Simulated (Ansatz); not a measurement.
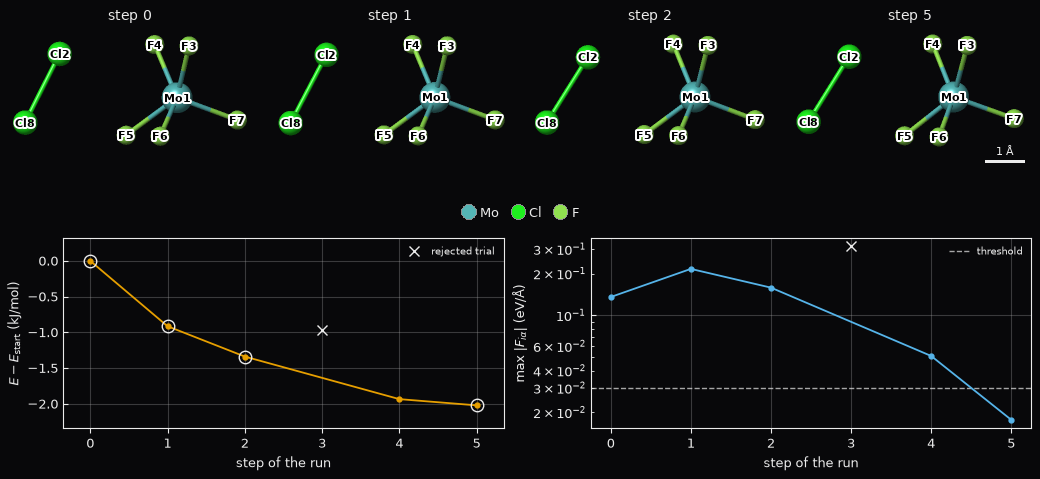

Frames of a relaxation of MoCl₂F₅ (multiplicity 2), marked on the history of the run. The picture is a ball-and-stick view, seen at a tilt.

The run prepares an end point of a later path (reaction) calculation, from a guessed geometry.

All numbers below come from Ansatz 0.2.0, UKS PBE/def2-SVP.

Input file:
```yaml
crystal:
  periodic: [false, false, false]
  atoms:
    - { symbol: Mo, position_ang: [0.002469, 0.00209, -0.303808] }
    - { symbol: Cl, position_ang: [0.610116, 0.613251, 3.097131] }
    - { symbol: F, position_ang: [1.844007, 0.085544, -0.037288] }
    - { symbol: F, position_ang: [0.08932, 1.841596, -0.028259] }
    - { symbol: F, position_ang: [-1.646441, 0.123601, 0.552651] }
    - { symbol: F, position_ang: [0.125706, -1.641296, 0.561694] }
    - { symbol: F, position_ang: [-0.308324, -0.306546, -2.053197] }
    - { symbol: Cl, position_ang: [-0.716853, -0.71824, 3.901076] }
magnetization:
  spin_polarized: true
  initial_magnetization: 1
basis:
  gaussian: { orbitals: def2-SVP }
hamiltonian:
  xc: pbe
relax:
  f_tol: 0.03
  max_steps: 50
output:
  orbitals: {}
```

Command:
```bash
ansatz run input.yaml --threads 4 --pin off --max-ram 5120MiB --backend cpu --events-out ev --progress --plain --runs-dir out
```

> What happens along the run?

Over 4 accepted moves (5 points after the start) the energy falls by 2.02 kJ/mol. The largest force component goes from 0.14 to 0.018 eV/Å. The line search rejected the trial step at point 3 of the run. Cl2 moves most after the best rigid fit: 0.28 Å. Largest moves by element: Cl 0.28 Å, F 0.10 Å, Mo 0.10 Å. Among the contacts that change: Mo1–Cl2 3.508 → 3.135 Å, Cl2–Cl8 2.045 → 2.055 Å, Mo1–F3 1.863 → 1.867 Å. Bond angles that change, for instance: F4–Mo1–F6 143.2° → 146.8°, F3–Mo1–F5 143.8° → 147.2°. The run took 25 s on 4 threads of Intel(R) Xeon(R) Platinum 8488C (Sapphire Rapids), with other jobs on the host, peak memory 0.42 GiB. From step 0 to 1: Cl2 moves most (0.19 Å), energy −0.91 kJ/mol. From step 1 to 2: Cl8 moves most (0.11 Å), energy −0.42 kJ/mol. From step 2 to 5: Cl8 moves most (0.05 Å), energy −0.68 kJ/mol.

| step | E − E(0), kJ/mol | largest force component, eV/Å | note |
| --- | --- | --- | --- |
| 0 | 0.00 | 0.1358 |  |
| 1 | -0.91 | 0.2165 |  |
| 2 | -1.34 | 0.1586 |  |
| 3 | -0.97 | 0.3144 | rejected |
| 4 | -1.93 | 0.0510 |  |
| 5 | -2.02 | 0.0177 |  |

Limits of the set-up: the start holds two separate molecules, 3.4 Å apart at their closest, whose relative position is a soft coordinate and is computed without a dispersion correction.
